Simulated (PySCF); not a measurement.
# OF (Oxygen monofluoride): UHF/STO-3G (density fitting with cc-pvtz-jkfit)

Aim: the vertical doublet–quartet gap of OF (Oxygen monofluoride) at UHF/STO-3G (density fitting with cc-pvtz-jkfit), from 2 runs. 

The results are computed with PySCF 2.14.0.

10 further runs of the same task are left out: 6 that didn't finish, 4 set aside as unsound or not needed.

## Step 1: The system as given

OF has 2 atoms, charge 0, and is taken as a doublet. SMILES: `[O]F`. The shape is that of a GFN2-xTB optimisation.

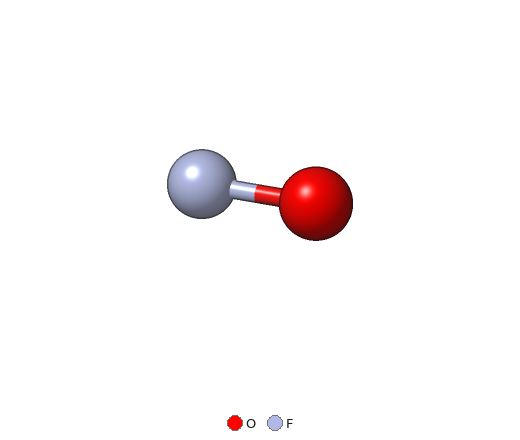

The structure, seen from a chosen angle (oxygen red, fluorine light blue).

## Step 2: The charge distribution at UHF/STO-3G (density fitting with cc-pvtz-jkfit)

Input file run.py:

```python
from pyscf import gto, scf

system = gto.M(
    atom='O 0.000000 0.000000 0.000000; F 0.000000 0.000000 1.298450',
    verbose=3,
    basis='sto-3g',
    spin=1,
    symmetry=True,
    max_memory=1860,
)

mf = scf.UHF(system)
mf = mf.density_fit(auxbasis='cc-pvtz-jkfit')
mf.kernel()
if not mf.converged:
    mf = mf.newton().run(mf.mo_coeff, mf.mo_occ)

e_final = mf.e_tot
print('E = %.10f Eh' % e_final)
mf.analyze()
quad = mf.quad_moment()
```

Command:

```sh
OMP_NUM_THREADS=1 python run.py
```

Standard output:

```text
SCF not converged.
SCF energy = -171.725813204554 after 50 cycles  <S^2> = 0.75466531  2S+1 = 2.0046599
converged SCF energy = -171.800575513721  <S^2> = 0.75735915  2S+1 = 2.0073457

WARN: Orbital degeneracy broken

E = -171.8005755137 Eh
TODO: total wave-function symmetry for Coov
alpha occupancy for each irrep:     A1  E1x  E1y
                                     5    2    2
beta  occupancy for each irrep:     A1  E1x  E1y
                                     5    2    1
**** MO energy ****
alpha MO #1 (A1 #1), energy= -26.0412753613978 occ= 1
alpha MO #2 (A1 #2), energy= -20.4067928084226 occ= 1
alpha MO #3 (A1 #3), energy= -1.6408751359491 occ= 1
alpha MO #4 (A1 #4), energy= -1.18952683227234 occ= 1
alpha MO #5 (E1y #1), energy= -0.682618058320063 occ= 1
alpha MO #6 (E1x #1), energy= -0.635274803834233 occ= 1
alpha MO #7 (A1 #5), energy= -0.585201471132496 occ= 1
alpha MO #8 (E1y #2), energy= -0.461386154734025 occ= 1
alpha MO #9 (E1x #2), energy= -0.407512773963047 occ= 1
alpha MO #10 (A1 #6), energy= 0.514250069687008 occ= 0
beta  MO #1 (A1 #1), energy= -26.0410161326548 occ= 1
beta  MO #2 (A1 #2), energy= -20.3790032269226 occ= 1
beta  MO #3 (A1 #3), energy= -1.60879663052423 occ= 1
beta  MO #4 (A1 #4), energy= -1.06076943860577 occ= 1
beta  MO #5 (E1x #1), energy= -0.61914765622693 occ= 1
beta  MO #6 (A1 #5), energy= -0.564636239801262 occ= 1
beta  MO #7 (E1y #1), energy= -0.548260920529143 occ= 1
beta  MO #8 (E1x #2), energy= -0.373149381134328 occ= 1
beta  MO #9 (E1y #2), energy= 0.303052560409039 occ= 0
beta  MO #10 (A1 #6), energy= 0.551878715854844 occ= 0
 ** Mulliken pop alpha/beta on meta-lowdin orthogonal AOs **
 ** Mulliken atomic charges   ( Nelec_alpha | Nelec_beta ) **
charge of  0O =      0.02200  (     4.49747      3.48053 )
charge of  1F =     -0.02200  (     4.50253      4.51947 )
Dipole moment(X, Y, Z, Debye):  0.00000,  0.00000,  0.05278
Traceless quadrupole moment (Debye*A):
```

Run time: 0.8 s. Hardware: 1 thread of Arm Neoverse V2, shared host; peak memory 0.13 GiB.

Atomic charges (e):

```csv
atom,Mulliken
O1,+0.036
F2,-0.036
```

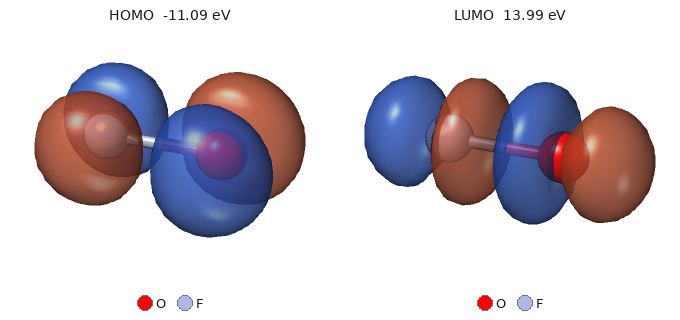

Frontier orbitals of this run (spin up), surfaces at ±0.2 Å^-3/2.

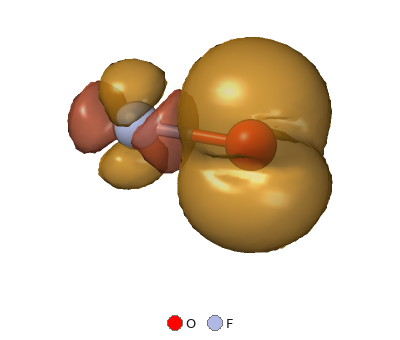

Spin density, surfaces at ±0.03 e/Å³.

## Step 3: The quartet at the same level

Input file run.py:

```python
from pyscf import gto

molecule = gto.Mole()
molecule.atom = '''
O    0.000000   0.000000   0.000000
F    0.000000   0.000000   1.298450
'''
molecule.basis = 'sto-3g'
molecule.symmetry = True
molecule.charge = 0
molecule.spin = 3
molecule.verbose = 3
molecule.max_memory = 1860
molecule.build()

hf = molecule.UHF()
hf = hf.density_fit(auxbasis='cc-pvtz-jkfit')
hf.kernel()
if not hf.converged:
    hf = hf.newton().run(hf.mo_coeff, hf.mo_occ)

energy = hf.e_tot
print(f'total energy: {energy:.8f} hartree')
dip = hf.dip_moment()
pop, q = hf.mulliken_pop()
quad = hf.quad_moment()
```

Command:

```sh
OMP_NUM_THREADS=1 python run.py
```

Standard output:

```text
converged SCF energy = -171.579723461682  <S^2> = 3.75  2S+1 = 4
total energy: -171.57972346 hartree
Dipole moment(X, Y, Z, Debye):  0.00000,  0.00000, -0.75343
 ** Mulliken pop       alpha | beta **
pop of  0 O 1s        1.00000 | 0.99958
pop of  0 O 2s        1.00000 | 0.94264
pop of  0 O 2px       1.00000 | 0.14715
pop of  0 O 2py       1.00000 | 0.14715
pop of  0 O 2pz       1.00000 | 0.61447
pop of  1 F 1s        1.00000 | 0.99966
pop of  1 F 2s        1.00000 | 0.96604
pop of  1 F 2px       1.00000 | 0.85285
pop of  1 F 2py       1.00000 | 0.85285
pop of  1 F 2pz       1.00000 | 0.47760
In total            10.00000 | 7.00000
 ** Mulliken atomic charges   ( Nelec_alpha | Nelec_beta ) **
charge of  0O =      0.14901  (     5.00000      2.85099 )
charge of  1F =     -0.14901  (     5.00000      4.14901 )
Traceless quadrupole moment (Debye*A):
```

Wall time 0.56 s (1 thread of Arm Neoverse V2, shared host); peak memory 0.12 GiB.

Atomic charges (e):

```csv
atom,Mulliken
O1,+0.149
F2,-0.149
```

## Step 4: What came out

At UHF/STO-3G (density fitting with cc-pvtz-jkfit):

| quantity | value |
| --- | --- |
| doublet: total energy | -171.80058 Eh |
| doublet: dipole moment | 0.05 D |
| doublet: HOMO energy (highest over α and β) | -10.15 eV |
| doublet: LUMO energy (lowest over α and β) | 8.25 eV |
| doublet: ⟨S²⟩ | 0.757 |
| quartet: total energy | -171.57972 Eh |
| quartet: dipole moment | 0.75 D |
| quartet: HOMO energy (highest over α and β) | -3.84 eV |
| quartet: LUMO energy (lowest over α and β) | 8.46 eV |
| quartet: ⟨S²⟩ | 3.750 |
| vertical energy of the quartet above the doublet | 6.010 eV |

In words: At this shape the quartet lies 6.01 eV (139 kcal/mol) above the doublet. In a minimal basis such a difference can be off by several eV, whatever the method.
